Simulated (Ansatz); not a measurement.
**A computed series for BAs: response to strain**

Take BAs in the zinc blende structure (space group F-43m, No. 216; a = 4.768 Å) as the base.

Strains are applied to the cell and any free atomic positions relax.

All numbers come from Kohn–Sham DFT with the PBEsol functional, run in Ansatz (a first-principles code) with PAW and 420 eV plane waves, scalar-relativistic without spin-orbit coupling.

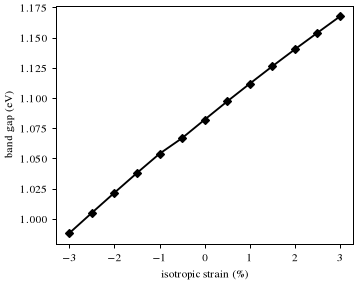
Band gap against isotropic strain

Q: From the plot, what is the band gap for isotropic strain −3.00 %?

A: About 0.99 eV.

Q: Is the trend monotonic over the range shown?

A: Yes, it rises throughout, spanning 0.99 eV to 1.17 eV.

Semilocal Kohn–Sham gaps tend to fall short of experiment. Stability against distortions was not tested.
